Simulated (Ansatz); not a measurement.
# CH₂ClF₂Si radical: small, medium and large basis sets

Aim: see how fast density functionals converge with the basis set for CH₂ClF₂Si radical.

Computed with Ansatz 0.2.0, Gaussian basis. Level: one geometry, several basis sets.

Plan: PBE0-D4/def2-SVP; ωB97M-V/def2-SVP; PBE0-D4/def2-QZVPP; ωB97M-V/def2-QZVPP; the functionals' def2-TZVPP values are taken from earlier runs.

## (1) The relaxed structure

The geometry comes from an earlier relaxation with PBE0-D4 in a triple-zeta def2 set; it is a stationary point, not always the lowest conformer.

7 atoms, charge 0, spin multiplicity 2.

Atoms are counted from 1 here; the program's logs count them from 0.

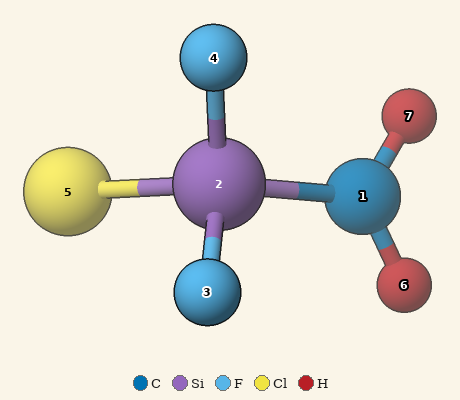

The structure; colours as in the key; atoms are numbered from 1 in the order of the file.

## (2) PBE0-D4 in def2-SVP

in.yaml

```yaml
crystal:
  periodic: [false, false, false]
  atoms:
    - {symbol: C, position_ang: [0.337228, 0.206971, 1.067818]}
    - {symbol: Si, position_ang: [-0.248345, -0.201149, -0.597444]}
    - {symbol: F, position_ang: [-0.045350, -1.737901, -0.901928]}
    - {symbol: F, position_ang: [-1.789499, 0.114411, -0.741522]}
    - {symbol: Cl, position_ang: [0.723872, 0.838758, -2.042412]}
    - {symbol: H, position_ang: [1.174887, -0.307774, 1.524940]}
    - {symbol: H, position_ang: [-0.091395, 1.018785, 1.644748]}
basis:
  gaussian: {orbitals: def2-SVP}
magnetization: {spin_polarized: true, initial_magnetization: 1}
hamiltonian: {xc: pbe0, dispersion: d4}
output: {orbitals: {seedname: orbitals}}
```

The run is started by

```bash
ansatz run in.yaml --threads 4 --pin off --events-out ev --progress --plain --max-ram 10444MiB
```

What it wrote:

```text
Functional definition: PBE0
  name "PBE0"
  cite "Adamo & Barone, J. Chem. Phys. 110, 6158 (1999) doi:10.1063/1.478522"
  cite "Perdew, Burke & Ernzerhof, Phys. Rev. Lett. 77, 3865 (1996) doi:10.1103/PhysRevLett.77.3865"
  parent pbe
  parameter a = 0.25
  parameter kappa = 0.804
  parameter beta = 0.06672455060314922
  exchange = (1 - a)*pbe_x(kappa = kappa, mu = beta*pi^2/3) + a*exact_x
  correlation = pbe_c(beta = beta)
830 factors; integrals over basis functions are off by at most 6.7e-4 eV
mean field evaluation 1: about -26877.0303 eV, gradient 3.3e1 eV
mean field evaluation 2: about -26875.3732 eV, gradient 4.1e1 eV
mean field evaluation 4: about -26881.4865 eV, gradient 1.5e0 eV
mean field evaluation 8: about -26881.5652 eV, gradient 7.1e-2 eV
mean field evaluation 16: about -26881.5653 eV, gradient 4.8e-5 eV
mean field -26881.56528513 eV, -987.8793032490 hartree, gradient 4.9e-5 eV, S^2 0.753678; 0 other end points of the search recorded, 0 dependent functions left out
reference -26881.56530651 eV, -987.8793040348 hartree; 29, 28 occupied and 59, 60 virtual orbitals, 830 factors
Total energy: -26881.70989141 eV, -987.8846174321 hartree
```

It took 1.5 s on 4 threads of Arm Neoverse V1, shared host.

## (3) ωB97M-V in def2-SVP

Edit in.yaml of step 2 so:

```diff
@@ -13,3 +13,3 @@
 magnetization: {spin_polarized: true, initial_magnetization: 1}
-hamiltonian: {xc: pbe0, dispersion: d4}
+hamiltonian: {xc: {name: wB97M-V}}
 output: {orbitals: {seedname: orbitals}}
```

The command is unchanged.

What it wrote (excerpt; [...] marks lines left out):

```text
Functional definition: wB97M-V
  name "wB97M-V"
  cite "Mardirossian & Head-Gordon, J. Chem. Phys. 144, 214110 (2016) doi:10.1063/1.4952647"
  cite "Becke, J. Chem. Phys. 107, 8554 (1997) doi:10.1063/1.475007"
  cite "Vydrov & Van Voorhis, J. Chem. Phys. 133, 244103 (2010) doi:10.1063/1.3521275"
  # Of w^i u^j: cxij and so on, Table III.
[...]
  gx(w, u) = 1 - cx + cx01*u + cx10*w
  gss(w, u) = css00 + css04*u^4 + css10*w + css20*w^2 + css43*w^4*u^3
  gos(w, u) = cos00 + cos10*w + (cos20 + cos21*u)*w^2 + (cos60 + cos61*u)*w^6
[...]
      + integral(e_c_pw_mod_opposite_spin*gos(b97_w_opposite, b97_u_opposite)) + vv10(b, c)
830 factors; integrals over basis functions are off by at most 6.7e-4 eV
216 factors; integrals over basis functions are off by at most 6.9e-6 eV
[...]
mean field -26892.52500571 eV, -988.2820655516 hartree, gradient 8.6e-5 eV, S^2 0.752940; 0 other end points of the search recorded, 0 dependent functions left out
reference -26892.52503735 eV, -988.2820667145 hartree; 29, 28 occupied and 59, 60 virtual orbitals, 830 factors
Total energy: -26892.52503735 eV, -988.2820667145 hartree
```

Run time: 6 s. Hardware: 4 threads of Arm Neoverse V1, shared host; peak memory 0.41 GiB.

## (4) PBE0-D4 in def2-QZVPP

Edit in.yaml of step 3 so:

```diff
@@ -11,5 +11,5 @@
 basis:
-  gaussian: {orbitals: def2-SVP}
+  gaussian: {orbitals: "def2-QZVPP.json"}
 magnetization: {spin_polarized: true, initial_magnetization: 1}
-hamiltonian: {xc: {name: wB97M-V}}
+hamiltonian: {xc: pbe0, dispersion: d4}
 output: {orbitals: {seedname: orbitals}}
```

Launched as before.

What it wrote:

```text
Functional definition: PBE0
  name "PBE0"
  cite "Adamo & Barone, J. Chem. Phys. 110, 6158 (1999) doi:10.1063/1.478522"
  cite "Perdew, Burke & Ernzerhof, Phys. Rev. Lett. 77, 3865 (1996) doi:10.1103/PhysRevLett.77.3865"
  parent pbe
  parameter a = 0.25
  parameter kappa = 0.804
  parameter beta = 0.06672455060314922
  exchange = (1 - a)*pbe_x(kappa = kappa, mu = beta*pi^2/3) + a*exact_x
  correlation = pbe_c(beta = beta)
1412 factors; their error is unknown
mean field evaluation 1: about -26891.1848 eV, gradient 4.2e1 eV
mean field evaluation 2: about -26887.5645 eV, gradient 5.3e1 eV
mean field evaluation 4: about -26898.0866 eV, gradient 3.3e0 eV
mean field evaluation 8: about -26898.1312 eV, gradient 9.1e-2 eV
mean field evaluation 16: about -26898.1545 eV, gradient 4.8e-4 eV
mean field -26898.15451985 eV, -988.4889463805 hartree, gradient 1.8e-5 eV, S^2 0.754274; 0 other end points of the search recorded, 0 dependent functions left out
reference -26898.15455248 eV, -988.4889475795 hartree; 29, 28 occupied and 342, 343 virtual orbitals, 1412 factors
Total energy: -26898.29913738 eV, -988.4942609768 hartree
```

Run time: 12 s. Hardware: 4 threads of Arm Neoverse V1, shared host; peak memory 1.5 GiB.

## (5) ωB97M-V in def2-QZVPP

Edit in.yaml of step 4 so:

```diff
@@ -13,3 +13,3 @@
 magnetization: {spin_polarized: true, initial_magnetization: 1}
-hamiltonian: {xc: pbe0, dispersion: d4}
+hamiltonian: {xc: {name: wB97M-V}}
 output: {orbitals: {seedname: orbitals}}
```

Launched as before.

What it wrote (excerpt; [...] marks lines left out):

```text
Functional definition: wB97M-V
  name "wB97M-V"
  cite "Mardirossian & Head-Gordon, J. Chem. Phys. 144, 214110 (2016) doi:10.1063/1.4952647"
  cite "Becke, J. Chem. Phys. 107, 8554 (1997) doi:10.1063/1.475007"
  cite "Vydrov & Van Voorhis, J. Chem. Phys. 133, 244103 (2010) doi:10.1063/1.3521275"
  # Of w^i u^j: cxij and so on, Table III.
[...]
  gx(w, u) = 1 - cx + cx01*u + cx10*w
  gss(w, u) = css00 + css04*u^4 + css10*w + css20*w^2 + css43*w^4*u^3
  gos(w, u) = cos00 + cos10*w + (cos20 + cos21*u)*w^2 + (cos60 + cos61*u)*w^6
[...]
      + integral(e_c_pw_mod_opposite_spin*gos(b97_w_opposite, b97_u_opposite)) + vv10(b, c)
1376 factors; their error is unknown
250 factors; integrals over basis functions are off by at most 4.3e-5 eV
[...]
mean field -26909.17865767 eV, -988.8940759729 hartree, gradient 6.4e-5 eV, S^2 0.753047; 0 other end points of the search recorded, 0 dependent functions left out
reference -26909.17870918 eV, -988.8940778661 hartree; 29, 28 occupied and 342, 343 virtual orbitals, 1376 factors
Total energy: -26909.17870918 eV, -988.8940778661 hartree
```

Run time: 27 s. Hardware: 4 threads of Arm Neoverse V1, shared host; peak memory 1.9 GiB.

## (6) Density functionals: the series

The def2-TZVPP values come from earlier runs at the same geometry.

| functional | basis | functions | energy (eV) | from the largest (eV) | HOMO (eV) | LUMO (eV) |
| --- | --- | --- | --- | --- | --- | --- |
| PBE0-D4 | def2-SVP | 88 | -26881.7099 | 16.589 | -7.97 | -3.06 |
| PBE0-D4 | def2-TZVPP | 205 | -26897.2853 | 1.014 | -8.02 | -3.20 |
| PBE0-D4 | def2-QZVPP | 371 | -26898.2991 | 0.000 | -8.04 | -3.23 |
| ωB97M-V | def2-SVP | 88 | -26892.5250 | 16.654 | -9.99 | -1.03 |
| ωB97M-V | def2-TZVPP | 205 | -26908.2268 | 0.952 | -10.05 | -1.30 |
| ωB97M-V | def2-QZVPP | 371 | -26909.1787 | 0.000 | -10.07 | -1.36 |

## (7) Summary of results

| quantity | value |
| --- | --- |
| PBE0-D4: double and triple zeta above quadruple | 16.59, 1.01 eV |
| ωB97M-V: double and triple zeta above quadruple | 16.65, 0.95 eV |

In words: PBE0-D4 gains 15.58 eV from double to triple zeta, then 1.01 eV more. These are total energies; as a rule much of such shifts cancels in differences, which this series doesn't test.

For PBE0-D4 the largest set took about 8 times as long as the smallest (12 s against 1.5 s).
